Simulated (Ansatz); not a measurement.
# Ba2H2IBr: complex band structure

Aim: relax a made-up compound, Ba2H2IBr, and see how good a tunnel barrier it would be. It is built by putting Br for part of the I in the BaHI structure of space group P4/nmm, with the volume rescaled by atomic radii. The parent structure comes from the Materials Project.

Main program and level: Ansatz 0.2.0; r2SCAN DFT, plane waves, PAW files, in the first sound run; inputs show where later runs differ.

The structure was built from a prototype and need not be the compound's stable phase.

**1. The starting structure**

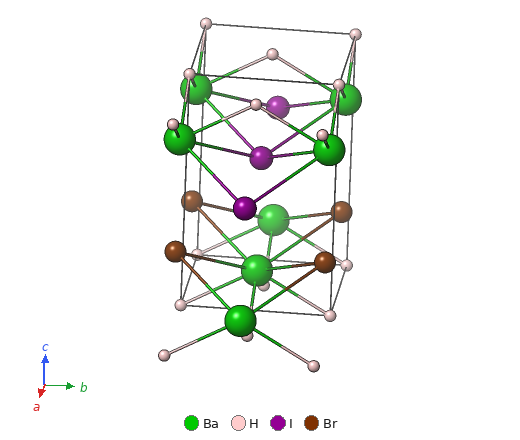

Start, viewed slightly off an axis; barium green, hydrogen pink, iodine purple, bromine brown. 2×1×1 cells are drawn. Some periodic images of atoms are drawn too.

**2. Relaxing the new crystal**

The substituted atoms don't fit the parent's cell, so cell and atoms relax together. A small smearing keeps the run stable in case the gap closes on the way.

input.yaml reads:

```yaml
crystal:
  lattice:
    - [4.7127935717, 0.0, 0.0]
    - [0.0, 4.7127935717, 0.0]
    - [0.0, 0.0, 7.6973057043]
  atoms:
    - { symbol: Ba, position: [0.5, 0.0, 0.8268958] }
    - { symbol: Ba, position: [0.0, 0.5, 0.1731042] }
    - { symbol: H, position: [0.5, 0.5, 0.0] }
    - { symbol: H, position: [0.0, 0.0, 0.0] }
    - { symbol: I, position: [0.0, 0.5, 0.659566] }
    - { symbol: Br, position: [0.5, 0.0, 0.340434] }
kpoints:
  mp_grid: { grid: [6, 6, 4] }
scf:
  occupations: { method: gaussian, width: 0.03 }
hamiltonian:
  xc: r2scan
output:
  forces: true
  stress: true
relax:
  f_tol: 0.02
  max_steps: 60
  cell: {}
```

The run is started by

```sh
$ ansatz run input.yaml --threads 2 --pin off --max-ram 4096MiB --backend cpu --events-out ev --progress --plain --runs-dir out
```

Numbers of over 12 decimals in the logs are rounded to 6 here.

Log:

```text
Engine: ansatz 0.2.0, x86_64-unknown-linux-gnu
Pseudopotentials: kind: paw
Pseudopotential: Ba, paw, valence charge 10, recommended cutoff 500 eV (meta_gga), Ba.paw.azcp
Pseudopotential: H, paw, valence charge 1, recommended cutoff 500 eV (meta_gga), H.paw.azcp
Pseudopotential: I, paw, valence charge 17, recommended cutoff 500 eV (meta_gga), I.paw.azcp
Pseudopotential: Br, paw, valence charge 7, recommended cutoff 500 eV (meta_gga), Br.paw.azcp
Functional definition: r2SCAN
  parameter k0 = 0.174
  parameter k1 = 0.065
  parameter a1 = 4.9479
  exchange = r2scan_x(k0 = k0, k1 = k1, a1 = a1)
  correlation = r2scan_c
Crystal: 6 atoms, lattice volume = 170.960 Å³
Basis set: ecut = 500 eV, 4309 PW (Γ), exchange–correlation on 144×144×240 points (64 copies of the dense FFT grid, shifted against one another)
Bands: 29, of which v1, the nominal top of the filled ones, is band 23 counted from 1 (22 counted from 0)
Symmetry: 8 space group operations
Space group: P4mm (ITA 99), of the structure as read, at distance tolerance 5.6e-5 Å
k-points: 30 of 144 (time reversal used)
Non-local potential: Ba, projectors of the file, l = 0: 3, l = 1: 2, l = 2: 2, l = 3: 2
Non-local potential: H, projectors of the file, l = 0: 2, l = 1: 1
Non-local potential: I, projectors of the file, l = 0: 2, l = 1: 2, l = 2: 2, l = 3: 2
Non-local potential: Br, projectors of the file, l = 0: 2, l = 1: 2, l = 2: 2
PAW form: soft (Blöchl's): semilocal exchange-correlation on the pseudo side does not see the compensation charge
PAW frozen core: Ba, regenerated for the run's functional (the file was generated under x = pbe(κ = 0.804, μ = 0.219515), c = pbe(β = 0.066725))
PAW frozen core: I, regenerated for the run's functional (the file was generated under x = pbe(κ = 0.804, μ = 0.219515), c = pbe(β = 0.066725))
PAW frozen core: Br, regenerated for the run's functional (the file was generated under x = pbe(κ = 0.804, μ = 0.219515), c = pbe(β = 0.066725))
PAW one-centre angular grid: Ba, 302 points (default); XC on 160 Gauss nodes
PAW one-centre angular grid: H, 302 points (default); XC on 160 Gauss nodes
PAW one-centre angular grid: I, 590 points (default); XC on 160 Gauss nodes
PAW one-centre angular grid: Br, 302 points (default); XC on 160 Gauss nodes
Initial density: superposition of atomic densities (neutral atoms: chi_scale 0, normalization atom), corrected by the library's trained network
Initial wavefunctions: pseudopotential atomic-orbital guess
Functional: x = r2scan, c = r2scan; τ floored in thin density (d = 2e-4 eV/Å³)
SCF iter   1: F=—  HF=-22290.850689 eV  |F-HF|=—  |Δ(HF+E_count)|=         —  Δρ=3.78e-3  dr2=3.94e-2  dr2_τ=7.57e-3  ethr=1.77e-3  ⟨swp⟩=10.7  Hψ=5247  notcnv=0
preconditioner: auto → Resta (q_TF=auto, 2.192 Å⁻¹)  ε∞=2.8  [insulator: Δε(μ)=3.684 eV  Ē_g=12.078 eV  σ=0.030 eV  W_gap=1.00  n_scr=36 (ndim 8)  ℏωp=16.1 eV  f_vac=0.003  D(μ)=0.00/eV (n_scr^D=0)  ε∞_Penn≈2.8]
SCF iter   2: F=—  HF=-22290.930616 eV  |F-HF|=—  |Δ(HF+E_count)|=   7.99e-2  Δρ=1.85e-3  dr2=7.62e-3  dr2_τ=4.11e-4  ethr=8.58e-5  ⟨swp⟩=3.8  Hψ=1966  notcnv=0  defer=50
SCF iter   3: F=—  HF=-22290.929419 eV  |F-HF|=—  |Δ(HF+E_count)|=   1.20e-3  Δρ=4.00e-4  dr2=3.04e-4  dr2_τ=3.51e-5  ethr=1.66e-5  ⟨swp⟩=3.1  Hψ=1650  notcnv=0  defer=20
automatic band count: iteration 3 solves 28 bands in place of 29: the levels show a gap, and the empty bands left out lie too high to hold charge; the band table lists the bands solved (type scf.n_extra_bands for more)
SCF iter   4: F=—  HF=-22290.929478 eV  |F-HF|=—  |Δ(HF+E_count)|=   5.90e-5  Δρ=1.77e-4  dr2=4.13e-5  dr2_τ=3.71e-6  ethr=6.61e-7  ⟨swp⟩=2.0  Hψ=1486  notcnv=0  defer=20
SCF iter   5: F=—  HF=-22290.929512 eV  |F-HF|=—  |Δ(HF+E_count)|=   3.42e-5  Δρ=3.67e-5  dr2=2.12e-6  dr2_τ=1.12e-7  ethr=8.98e-8  ⟨swp⟩=2.0  Hψ=1260  notcnv=0  defer=20
SCF iter   6: F=—  HF=-22290.929513 eV  |F-HF|=—  |Δ(HF+E_count)|=   1.11e-6  Δρ=1.25e-5  dr2=2.99e-7  dr2_τ=1.34e-8  ethr=4.61e-9  ⟨swp⟩=2.0  Hψ=1510  notcnv=0  defer=20
SCF iter   7: F=-22290.929513 eV  HF=-22290.929513 eV  |F-HF|=2.20e-9  |Δ(HF+E_count)|=   6.77e-8  Δρ=2.10e-6  dr2=1.07e-8  dr2_τ=1.02e-9  ethr=2.17e-10  ⟨swp⟩=5.0  Hψ=3288  notcnv=0
SCF 1 converged in 7 iterations: F = -22290.929513 eV  dr2 = 1.07e-8
  greatest PAW one-centre occupation: 0.999 electrons in one spin orbital (limit 2), on the I atom at site 4 (counted from 0), in its partial waves of l = 2
relax step   1: F+E_penalty+E_count = -22290.92951335 eV  Δ(F+E_penalty+E_count) = +0.000e0 eV  max|allowed force component| = 3.795e-1 eV/Å  Δτ_max = 0.0000 Å  P = -0.911 GPa  Ω = 170.960 Å³  (7 SCF iters, dr2 threshold 1.00e-7 eV, accepted)
Crystal: 6 atoms, lattice volume = 165.930 Å³
Basis set: ecut = 500 eV, 4227 PW (Γ), exchange–correlation on 144×144×240 points (64 copies of the dense FFT grid, shifted against one another)
Initial density: handed on by an earlier stage of this run
Initial wavefunctions: those handed on with the density
iter 1 solved again at ethr=1.35e-4 eV; its pass at ethr=3.10e-3 eV (dr2=6.22e-2 eV) is discarded
SCF iter   1: F=—  HF=-22290.985118 eV  |F-HF|=—  |Δ(HF+E_count)|=         —  Δρ=4.57e-3  dr2=6.55e-2  dr2_τ=1.47e-1  ethr=1.35e-4  ⟨swp⟩=2.0  Hψ=5260  notcnv=0
automatic band count: iteration 1 solves 27 bands in place of 29: the levels show a gap, and the empty bands left out lie too high to hold charge; the band table lists the bands solved (type scf.n_extra_bands for more)
preconditioner: auto → Resta (q_TF=auto, 2.203 Å⁻¹)  ε∞=2.9  [insulator: Δε(μ)=3.177 eV  Ē_g=11.839 eV  σ=0.030 eV  W_gap=1.00  n_scr=36 (ndim 8)  ℏωp=16.3 eV  f_vac=0.000  D(μ)=0.00/eV (n_scr^D=0)  ε∞_Penn≈2.9]
SCF iter   2: F=—  HF=-22290.967278 eV  |F-HF|=—  |Δ(HF+E_count)|=   1.78e-2  Δρ=2.25e-3  dr2=1.00e-2  dr2_τ=5.45e-4  ethr=1.35e-4  ⟨swp⟩=3.9  Hψ=1646  notcnv=0
SCF iter   3: F=—  HF=-22290.966321 eV  |F-HF|=—  |Δ(HF+E_count)|=   9.56e-4  Δρ=6.21e-4  dr2=7.30e-4  dr2_τ=1.64e-5  ethr=2.18e-5  ⟨swp⟩=2.8  Hψ=1379  notcnv=0
SCF iter   4: F=—  HF=-22290.966696 eV  |F-HF|=—  |Δ(HF+E_count)|=   3.75e-4  Δρ=1.13e-4  dr2=2.53e-5  dr2_τ=2.97e-6  ethr=1.59e-6  ⟨swp⟩=2.0  Hψ=1355  notcnv=0
SCF iter   5: F=—  HF=-22290.966730 eV  |F-HF|=—  |Δ(HF+E_count)|=   3.34e-5  Δρ=3.19e-5  dr2=1.65e-6  dr2_τ=7.77e-8  ethr=5.51e-8  ⟨swp⟩=2.0  Hψ=1424  notcnv=0
SCF iter   6: F=-22290.966731 eV  HF=-22290.966731 eV  |F-HF|=4.62e-8  |Δ(HF+E_count)|=   1.23e-6  Δρ=1.04e-5  dr2=1.75e-7  dr2_τ=8.33e-9  ethr=1.30e-9  ⟨swp⟩=5.0  Hψ=3470  notcnv=0
SCF 2 converged in 6 iterations: F = -22290.966731 eV  dr2 = 1.75e-7
relax step   2: F+E_penalty+E_count = -22290.96673083 eV  Δ(F+E_penalty+E_count) = -3.722e-2 eV  max|allowed force component| = 2.939e-1 eV/Å  Δτ_max = 0.1363 Å  P = -0.154 GPa  Ω = 165.930 Å³  energy of the carried Pulay correction = +5.366e-4 eV  (6 SCF iters, dr2 threshold 6.00e-7 eV, accepted)
Crystal: 6 atoms, lattice volume = 165.377 Å³
Basis set: ecut = 500 eV, 4223 PW (Γ), exchange–correlation on 144×144×240 points (64 copies of the dense FFT grid, shifted against one another)
iter 1 solved again at ethr=6.34e-5 eV; its pass at ethr=3.10e-3 eV (dr2=2.92e-2 eV) is discarded
SCF iter   1: F=—  HF=-22290.959067 eV  |F-HF|=—  |Δ(HF+E_count)|=         —  Δρ=2.55e-3  dr2=3.10e-2  dr2_τ=2.11e-2  ethr=6.34e-5  ⟨swp⟩=2.1  Hψ=4720  notcnv=0
automatic band count: iteration 1 solves 27 bands in place of 29: the levels show a gap, and the empty bands left out lie too high to hold charge; the band table lists the bands solved (type scf.n_extra_bands for more)
preconditioner: auto → Resta (q_TF=auto, 2.204 Å⁻¹)  ε∞=2.9  [insulator: Δε(μ)=3.412 eV  Ē_g=11.820 eV  σ=0.030 eV  W_gap=1.00  n_scr=36 (ndim 8)  ℏωp=16.3 eV  f_vac=0.003  D(μ)=0.00/eV (n_scr^D=0)  ε∞_Penn≈2.9]
SCF iter   2: F=—  HF=-22290.982241 eV  |F-HF|=—  |Δ(HF+E_count)|=   2.32e-2  Δρ=9.17e-4  dr2=2.80e-3  dr2_τ=1.08e-4  ethr=6.34e-5  ⟨swp⟩=3.3  Hψ=1565  notcnv=0
SCF iter   3: F=—  HF=-22290.981725 eV  |F-HF|=—  |Δ(HF+E_count)|=   5.16e-4  Δρ=3.04e-4  dr2=1.09e-4  dr2_τ=5.43e-6  ethr=6.08e-6  ⟨swp⟩=2.1  Hψ=1250  notcnv=0
SCF iter   4: F=—  HF=-22290.981794 eV  |F-HF|=—  |Δ(HF+E_count)|=   6.86e-5  Δρ=6.09e-5  dr2=6.57e-6  dr2_τ=2.42e-7  ethr=2.38e-7  ⟨swp⟩=2.0  Hψ=1313  notcnv=0
SCF iter   5: F=-22290.981795 eV  HF=-22290.981795 eV  |F-HF|=1.30e-7  |Δ(HF+E_count)|=   1.13e-6  Δρ=1.14e-5  dr2=1.85e-7  dr2_τ=9.17e-9  ethr=1.30e-9  ⟨swp⟩=5.6  Hψ=3532  notcnv=0
SCF 3 converged in 5 iterations: F = -22290.981795 eV  dr2 = 1.85e-7
relax step   3: F+E_penalty+E_count = -22290.98179483 eV  Δ(F+E_penalty+E_count) = -1.506e-2 eV  max|allowed force component| = 8.766e-2 eV/Å  Δτ_max = 0.0486 Å  P = -0.051 GPa  Ω = 165.377 Å³  energy of the carried Pulay correction = +5.965e-4 eV  (5 SCF iters, dr2 threshold 6.00e-7 eV, accepted)
[...]
relax step   4: F+E_penalty+E_count = -22290.98562130 eV  Δ(F+E_penalty+E_count) = -3.826e-3 eV  max|allowed force component| = 3.881e-2 eV/Å  Δτ_max = 0.0267 Å  P = -0.048 GPa  Ω = 165.719 Å³  energy of the carried Pulay correction = +5.595e-4 eV  (5 SCF iters, dr2 threshold 4.80e-7 eV, accepted)
[...]
relax step   5: F+E_penalty+E_count = -22290.98821534 eV  Δ(F+E_penalty+E_count) = -2.594e-3 eV  max|allowed force component| = 7.448e-3 eV/Å  Δτ_max = 0.0455 Å  P = +0.032 GPa  Ω = 166.051 Å³  energy of the carried Pulay correction = +5.236e-4 eV  (6 SCF iters, dr2 threshold 9.42e-8 eV, accepted)
[...]
relax step   6: F+E_penalty+E_count = -22290.98828278 eV  Δ(F+E_penalty+E_count) = -6.743e-5 eV  max|allowed force component| = 3.125e-3 eV/Å  Δτ_max = 0.0074 Å  P = -0.001 GPa  Ω = 166.389 Å³  energy of the carried Pulay correction = +4.870e-4 eV  (5 SCF iters, dr2 threshold 9.92e-9 eV, accepted)
Initial wavefunctions: pseudopotential atomic-orbital guess (no wavefunctions were taken with the density)
iter 1 solved again at ethr=2.12e-6 eV; its pass at ethr=3.10e-3 eV (dr2=9.74e-4 eV) is discarded
SCF iter   1: F=—  HF=-22290.987795 eV  |F-HF|=—  |Δ(HF+E_count)|=         —  Δρ=4.48e-5  dr2=1.47e-7  dr2_τ=4.18e-7  ethr=2.12e-6  ⟨swp⟩=3.1  Hψ=7654  notcnv=0
eigensolver tolerance schedule: the retry pair's looser diagonalisation over-reported the residual by 6628.76 of it (diagonalisation noise at an unbounded share of the residual, at the tolerance the schedule requests for it); recorded, not acted on — ethr = c·dr2/N_el stays at c = 1.0e-1
preconditioner: auto → Resta (q_TF=auto, 2.202 Å⁻¹)  ε∞=2.8  [insulator: Δε(μ)=3.445 eV  Ē_g=12.153 eV  σ=0.030 eV  W_gap=1.00  n_scr=36 (ndim 8)  ℏωp=16.3 eV  f_vac=0.003  D(μ)=0.00/eV (n_scr^D=0)  ε∞_Penn≈2.8]
SCF iter   2: F=—  HF=-22290.987833 eV  |F-HF|=—  |Δ(HF+E_count)|=   3.76e-5  Δρ=2.28e-5  dr2=3.85e-8  dr2_τ=2.65e-7  ethr=3.20e-10  ⟨swp⟩=3.6  Hψ=2260  notcnv=0
SCF iter   3: F=—  HF=-22290.987837 eV  |F-HF|=—  |Δ(HF+E_count)|=   3.65e-6  Δρ=1.61e-6  dr2=9.08e-10  dr2_τ=1.19e-9  ethr=8.37e-11  ⟨swp⟩=2.0  Hψ=1410  notcnv=0
SCF iter   4: F=—  HF=-22290.987837 eV  |F-HF|=—  |Δ(HF+E_count)|=   1.22e-8  Δρ=4.08e-7  dr2=1.72e-10  dr2_τ=4.73e-11  ethr=1.97e-12  ⟨swp⟩=2.0  Hψ=1560  notcnv=0
SCF iter   5: F=-22290.987837 eV  HF=-22290.987837 eV  |F-HF|=0.00e0  |Δ(HF+E_count)|=  3.13e-10  Δρ=8.40e-8  dr2=1.01e-11  dr2_τ=9.57e-13  ethr=1.00e-12  ⟨swp⟩=5.0  Hψ=3240  notcnv=0
SCF 7 converged in 5 iterations: F = -22290.987837 eV  dr2 = 1.01e-11
relax step   7: F+E_penalty+E_count = -22290.98783669 eV  Δ(F+E_penalty+E_count) = +4.461e-4 eV  max|allowed force component| = 3.127e-3 eV/Å  Δτ_max = 0.0000 Å  P = -0.003 GPa  Ω = 166.389 Å³  stress off target by 1.11e-2 GPa  SCF on the basis re-selected at this cell (its energy is not comparable with the rows above)  (5 SCF iters)
basis re-selected at this cell: Δ(F+E_penalty+E_count) = +4.461e-4 eV, ΔP = -0.001 GPa vs the last step (what re-selecting the basis moved, of the pressure what is left beyond the Pulay correction that the steps carried, after the strain that the cell walked since its last selection, with what the two solves' SCF thresholds leave and, on support functions, any second-order correction that the steps lacked; it is no m [...]
SCF converged after 5 iterations
Free energy (F): -22290.987837 eV
Harris-Foulkes:  -22290.987837 eV  (|F-HF|=0.00e0)
Internal energy: -22290.987837 eV  (E = F + TS)
E sigma→0 (E₀):  -22290.987837 eV
Fermi energy:    6.978871 eV
--- Per-component energies (eV) ---
  E_band       = -537.262628
  E_kinetic    = 687.225677
  E_local      = -3033.635648  (includes V_loc(G=0)·N_el)
  E_nonlocal   = 93.643852
  E_hartree    = 1387.109541
  E_xc         = -706.128993
  E_vxc        = -576.577362  (∫ρ·V_xc dr)
  E_paw        = -17613.602117  (= ΣΔE_a)
  E_vpaw       = -511.238029  (= ΣTr[D̂ρ^β])
  E_aug_tail   = -0.000929  (compensation charges beyond the density's cutoff)
  E_vtau       = 29.100706  (kinetic-family band-sum trace: ∫τ·v_τ [+ j·A + Jᵃ·Aᵃ] dr)
  E_ewald      = -3105.654912
  E_core_change = 0.055691  (= ΣΔE_core)
  E_smearing   = -0.000000  (= −TS)
  E_closure    = 0.000000  (closes the sum)
  Σ components = -22290.987837   (vs F -22290.987837, Δ=0.00e0)
--- Forces (eV/Å), atoms counted from 1 ---
  atom   1  Ba    -0.00000000    -0.00000000    -0.00314646
  atom   2  Ba     0.00000000     0.00000000     0.00207688
  atom   3  H      0.00000000     0.00000000    -0.00024212
  atom   4  H     -0.00000000    -0.00000000    -0.00024212
  atom   5  I     -0.00000000    -0.00000000     0.00097938
  atom   6  Br    -0.00000000    -0.00000000     0.00045869
  max |Σ_I F_I| component: 1.16e-4 eV/Å
--- Stress (GPa, compression-positive) ---
       -0.009307      -0.000000      -0.000000
       -0.000000      -0.009307      -0.000000
       -0.000000      -0.000000       0.011114
  P = ⅓ Tr σ = -0.0025 GPa (-0.025 kbar)
--- Relaxed structure (6 steps of the walk, 6 accepted, 1 SCFs on fresh bases) ---
  F+E_penalty+E_count = -22290.98783669 eV   max|allowed force component| = 3.127e-3 eV/Å   (the final SCF, on the basis selected at the relaxed cell)
  cell:  # Å, volume = 166.3892 Å³
    - [4.623834, 0, 0]
    - [0.0, 4.623834, 0.0]
    - [0, 0.0, 7.782526]
  atoms:
    - { symbol: Ba, position: [0.500000, 0, 0.831893] }
    - { symbol: Ba, position: [0, 0.500000, 0.188778] }
    - { symbol: H, position: [0.500000, 0.500000, 0.00326059] }
    - { symbol: H, position: [0, 0, 0.00326059] }
    - { symbol: I, position: [0, 0.500000, 0.650118] }
    - { symbol: Br, position: [0.500000, 0, 0.322689] }
```

Run time: 55 s. Hardware: 2 threads of Intel Xeon 6975P-C (Granite Rapids), shared host; peak memory 0.82 GiB; 1.8 min of CPU time.

Relaxation path:

| step | energy less that of the first step (eV) | largest force component (eV/Å) | pressure (GPa) | volume (Å³) |
| --- | --- | --- | --- | --- |
| 1 | 0.0000 | 0.3795 | -0.91 | 170.96 |
| 2 | -0.0372 | 0.2939 | -0.15 | 165.93 |
| 3 | -0.0523 | 0.0877 | -0.05 | 165.38 |
| 4 | -0.0561 | 0.0388 | -0.05 | 165.72 |
| 5 | -0.0587 | 0.0074 | 0.03 | 166.05 |
| 6 | -0.0588 | 0.0031 | 0.00 | 166.39 |
| 7* | -0.0583 | 0.0031 | 0.00 | 166.39 |

Relaxation steps marked * repeat the geometry before them on a plane-wave basis chosen anew for their cell, so energy and pressure can jump there.

The run keeps the 8 symmetry operations that it works with, so distortions that break them were not tested.

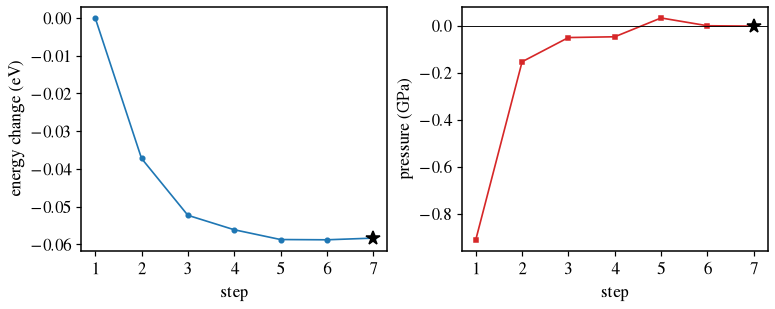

Energy and pressure along the relaxation. Stars mark steps on a basis chosen anew.

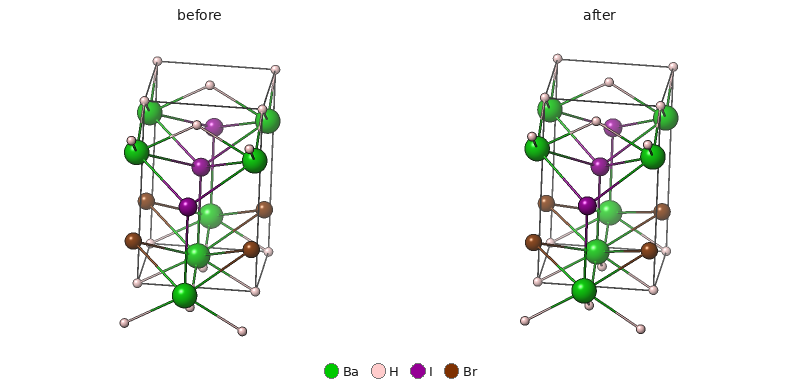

The structure before and after the relaxation, drawn at the same scale.

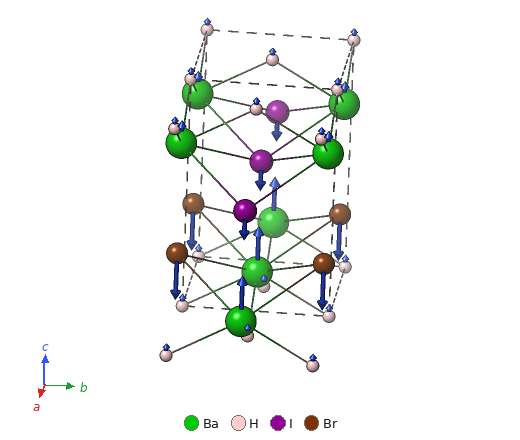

Displacements in the relaxation, exaggerated, measured against the changing cell; the longest in the cell stands for 0.14 Å. 2×1×1 cells are drawn. Some periodic images of atoms are drawn too.

| conventional cell, symmetrised | before | after | change |
| --- | --- | --- | --- |
| a (Å) | 4.713 | 4.624 | -1.9 % |
| b (Å) | 4.713 | 4.624 | -1.9 % |
| c (Å) | 7.697 | 7.783 | +1.1 % |
| volume (Å³/atom) | 28.49 | 27.73 | -2.7 % |

The atoms that moved most (Å, as changes of fractional coordinates times the final cell):

| atom | dx | dy | dz | length |
| --- | --- | --- | --- | --- |
| Br6 | 0.000 | 0.000 | -0.138 | 0.138 |
| Ba2 | 0.000 | 0.000 | 0.122 | 0.122 |
| I5 | 0.000 | 0.000 | -0.074 | 0.074 |
| Ba1 | 0.000 | 0.000 | 0.039 | 0.039 |
| H4 | 0.000 | 0.000 | 0.025 | 0.025 |
| H3 | 0.000 | 0.000 | 0.025 | 0.025 |

Final coordinates:

```xyz
6
Lattice="4.6238 0.0000 0.0000 0.0000 4.6238 0.0000 0.0000 0.0000 7.7825" Properties=species:S:1:pos:R:3 pbc="T T T"
Ba    2.3119    0.0000    6.4742
Ba    0.0000    2.3119    1.4692
H     2.3119    2.3119    0.0254
H     0.0000    0.0000    0.0254
I     0.0000    2.3119    5.0596
Br    2.3119    0.0000    2.5113
```

Numbers from this step:

```yaml
free_energy: -22290.9878 eV
fermi_energy: 6.979 eV
pressure: -0.002500 GPa
```

The largest force component on a free atom ends at 0.0031 eV/Å.

[end of part 1 of 3]

[Logs are printed without paths, hosts, clocks, repeated set-up lines and the standing remarks that a program may print on its own settings, such as how far it seeks lower states.]

[Hosts, paths, dates, database ids (printed as entryN), source tags and the programs' standing remarks are cut or masked in the printed files.]
